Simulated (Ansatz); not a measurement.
## Hypothetical Pm-3n GaN, pressure series

Base system: GaN (space group Pm-3n, No. 223; a = 5.513 Å; a hypothetical phase, not in the database extracts checked).

Cell and atoms are relaxed at each pressure.

All numbers come from Ansatz (a quantum-chemistry and plane-wave program), PBEsol, PAW, cutoff 420 eV, no SOC.

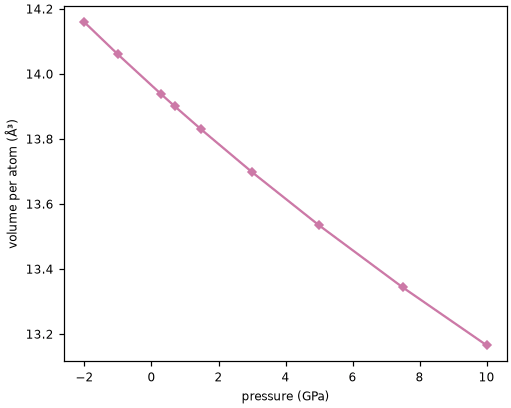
Fig. 1. Volume against pressure

Estimate the zero-pressure bulk modulus from the plot.

About 150 GPa; a third-order Birch–Murnaghan fit to the points gives V₀ = 13.96 Å³/atom, B₀ = 149 GPa and B₀′ = 4.4.

Between the base and pressure 10 GPa the gap moves from 1.56 eV to 1.75 eV, a mean slope of 19 meV/GPa.

Load acts through the strain it causes; cell and atoms are relaxed under it. No phonon test of stability was made. Competing high-pressure phases were not computed.
